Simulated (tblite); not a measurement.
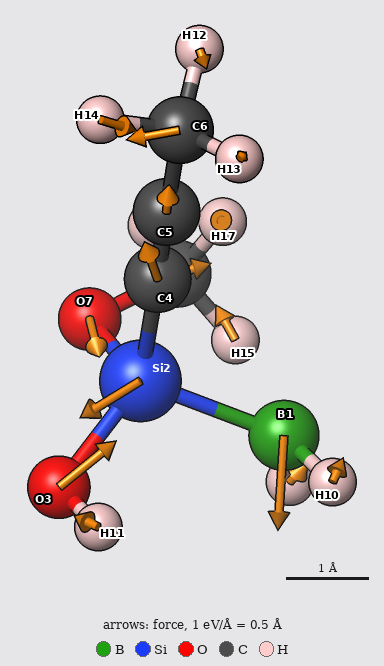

Starting geometry of C₄H₉BO₂Si with the computed forces as orange arrows. The picture is a ball-and-stick view, seen from a free direction.

Theory: GFN2-xTB geometry optimisation, gas phase in tblite. 

**Is this structure relaxed? If not, where do the atoms go?**

It isn't relaxed: the largest force vector, on the B atom, is 2.38 eV/Å. The final displacements have little in common with the starting forces (cosine between the two patterns 0.28). After 136 geometry steps the energy has fallen by 1.239 eV. The largest move after the best rigid fit is that of an H atom, 1.60 Å. Largest moves by element: H 1.60 Å, B 0.62 Å, O 0.47 Å, Si 0.42 Å, C 0.30 Å. Near-neighbour distances that change, for instance: O–Si 1.730 → 1.634 Å, O–Si 1.715 → 1.653 Å, C–Si 1.826 → 1.875 Å, C–H 1.136 → 1.090 Å. Bond angles that change, for instance: Si–O–C 107.0° → 127.0°, Si–O–H 108.1° → 119.5°, O–Si–O 112.2° → 101.8°. Groups turn about O–Si by about 145°, O–Si by about 25°. Cost: 1.7 s on 1 thread of AMD EPYC 7R43 64-Core Processor, with other jobs on the host.
